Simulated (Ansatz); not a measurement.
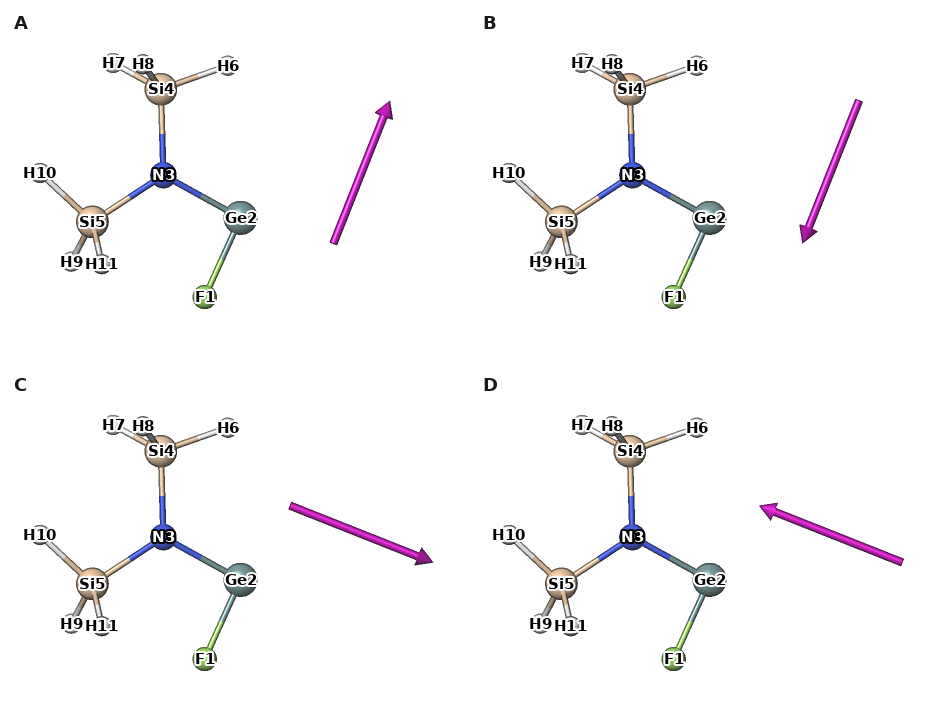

The same molecule four times, each with an arrow. The geometry was computed by an optimisation with PBE-D4/def2-SVP. No frequency run is at hand to confirm it as a minimum. Properties computed with RKS PBE-D4/def2-SVP (Ansatz 0.2.0).

Which arrow points along the dipole moment, from the negative to the positive end?

A. The dipole moment is 1.41 D; it points from the side of H9, H11 to the side of H6 (the outermost atoms at the two ends).
